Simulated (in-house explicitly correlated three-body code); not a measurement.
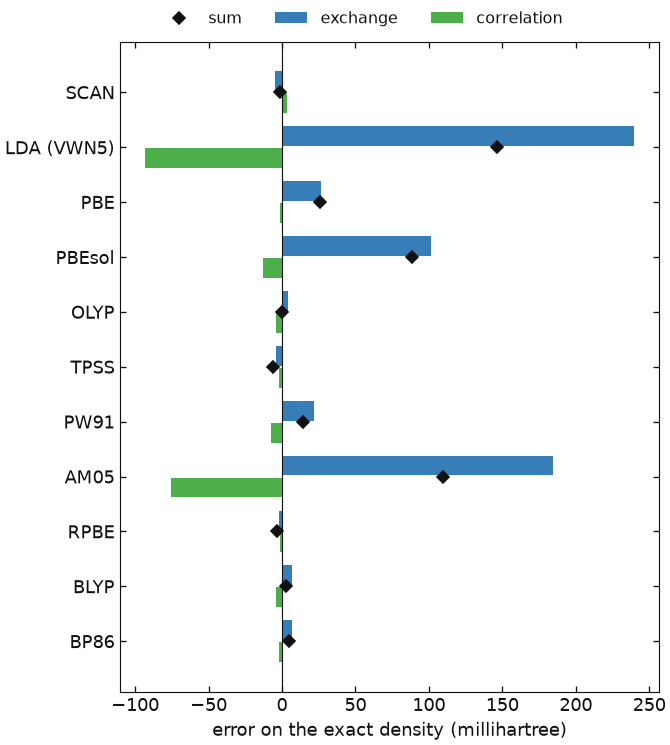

Two electrons around a point charge Z = 3.1. Computed variationally in 260 exponentially correlated functions with an in-house code, non-relativistic, converged to about 10⁻⁷ hartree. The exact exchange and correlation energies are −1714 and −43.61 millihartree. The plot shows the errors of AM05, BLYP, BP86, LDA (VWN5), OLYP, PBE, PBEsol, PW91, RPBE, SCAN and TPSS, evaluated on the exact density.

Rank the functionals.

Answer. By the size of the summed error (millihartree): OLYP +0.086, SCAN −1.4, BLYP +2.4, RPBE −3.6, BP86 +4.6, TPSS −6.4, PW91 +14, PBE +26, PBEsol +89, AM05 +109, LDA (VWN5) +146. Errors of exchange and correlation cancel by a quarter or more for OLYP (+4.2 and −4.2), SCAN (−4.6 and +3.1), BLYP (+6.6 and −4.2), BP86 (+6.6 and −2.0), PW91 (+22 and −7.3), AM05 (+185 and −75) and LDA (VWN5) (+240 and −93).
